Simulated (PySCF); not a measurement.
Vertical excitations of a molecule C2H8GeO from PySCF with TDA-B3LYP/def2-SVPD, as energy in eV (oscillator strength): 6.42 (0.000), 6.77 (0.030), 7.03 (0.020), 7.36 (0.043), 7.68 (0.026), 7.69 (0.001), 7.89 (0.076), 8.02 (0.025), 8.10 (0.008), 8.24 (0.008). Lowest triplet (TDA): 6.06 eV. Geometry optimised at PBE-D3(BJ)/def2-SVP. Other conformers were not sampled.

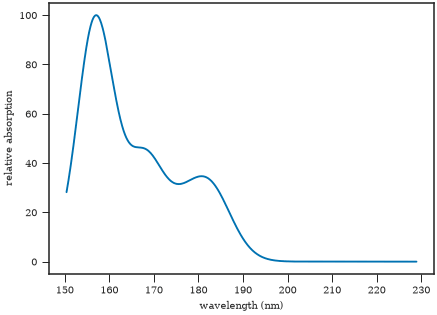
Figure: The lines broadened by 0.4 eV.

**Question.** Pick the molecule that these values belong to.
A) OC[CH2][GeH3]
B) C[O][GeH2][CH3]
C) CC[O][GeH3]
D) [CH3][GeH2][CH2]O

**Answer.** B, C[O][GeH2][CH3]
